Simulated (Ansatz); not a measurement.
Input file:

```
crystal:
  periodic: [false, false, false]
  atoms:
    - {symbol: C, position_ang: [-3.020968, 0.855742, 0.712499]}
    - {symbol: O, position_ang: [-1.757019, 0.286496, 0.765151]}
    - {symbol: Y, position_ang: [0.126318, -0.393646, 0.638191]}
    - {symbol: C, position_ang: [0.273567, -2.713276, 0.199180]}
    - {symbol: O, position_ang: [1.633097, 0.740491, -0.184001]}
    - {symbol: Si, position_ang: [2.732435, 1.658985, -0.945969]}
    - {symbol: H, position_ang: [-3.618271, 0.418664, -0.097278]}
    - {symbol: H, position_ang: [-3.566009, 0.690732, 1.650534]}
    - {symbol: H, position_ang: [-2.967847, 1.938898, 0.542618]}
    - {symbol: H, position_ang: [1.299562, -3.102938, 0.233640]}
    - {symbol: H, position_ang: [-0.324613, -3.330491, 0.882883]}
    - {symbol: H, position_ang: [-0.100805, -2.941486, -0.808865]}
    - {symbol: H, position_ang: [2.580696, 3.096755, -0.576818]}
    - {symbol: H, position_ang: [2.591003, 1.551201, -2.426390]}
    - {symbol: H, position_ang: [4.118854, 1.243874, -0.585387]}
basis:
  gaussian: {orbitals: def2-TZVPP}
hamiltonian: {xc: pbe0, dispersion: d4}
output: {orbitals: {seedname: orbitals}}
```

Run with:

```sh
ansatz run in.yaml --threads 2 --pin off --events-out ev --progress --plain --max-ram 20480MiB --backend cuda --devices 0, --max-vram 18GiB
```

Geometry: PBE0-D4/def2-TZVP; core potentials replace the inner electrons of Y.

These are results of RKS PBE0-D4/def2-TZVPP in Ansatz, not measurements.

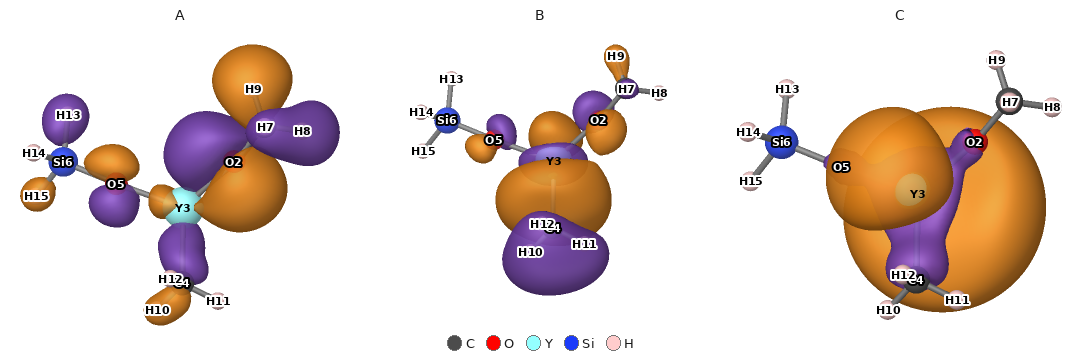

C₂H₉O₂SiY (SMILES C[O][Y]([CH3])[O][SiH3]). Three frontier orbitals at ±0.05 Å⁻³ᐟ² (orange and purple are the two phases), in no order.

Which picture is the HOMO−1, the HOMO and the LUMO?

A is the HOMO−1 (−7.81 eV). Its weight (Hirshfeld) is mainly on O2 (about 55 %), C1 (about 15 %), H9 (about 10 %) and Y3 (about 10 %). B is the HOMO (−6.48 eV). It lies mainly on C4 (about 55 %) and Y3 (about 20 %). C is the LUMO (−1.79 eV). By Hirshfeld shares it lies mainly on Y3 (about 90 %).

What is the HOMO–LUMO gap?

4.69 eV between the orbital energies.
